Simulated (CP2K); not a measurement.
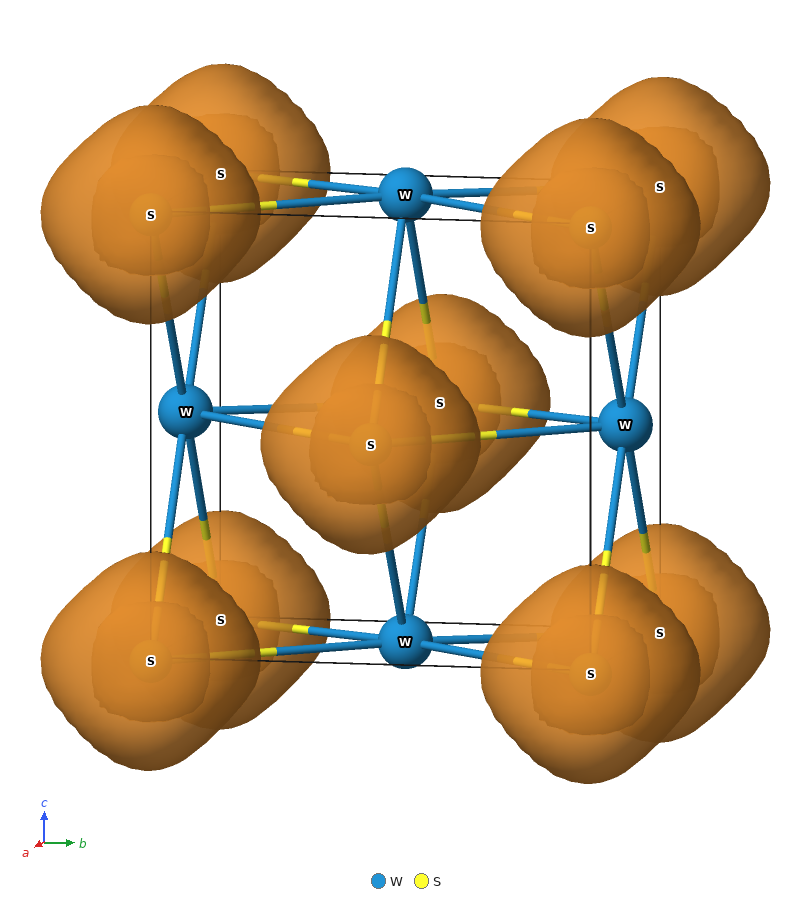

WS. Isosurface of the ELF at 0.7 (orange), seen slightly off an axis. Only the valence region is drawn (cores and ρ < 0.01 e/Å³ removed). Sticks mark near contacts.

Space group Cm; a generated structure, not necessarily the stable one; changed on purpose from its base cell (atoms moved at random by about 0.05 A).

These are results of CP2K, Kohn-Sham DFT of a periodic cell, PBE, GTH-PBE with UZH-TZVP basis, not measurements.

Core electrons are replaced by pseudopotentials, and the valence fields are smoothed inside the atomic spheres.

Where are the electrons localised?

The surface consists of two regions wrapped around S (the valence shell of each), counted in one cell of 4 atoms. Regions shared between cells count once. Profiles from the grid: W–S (2.56 Å): the ELF peaks at about 0.85 in the valence shell of S, 0.8 Å from its nucleus, and is about 0.35 at the midpoint. W–S (2.60 Å): the ELF peaks at about 0.85 in the valence shell of S, 0.8 Å from its nucleus, and is about 0.35 at the midpoint.
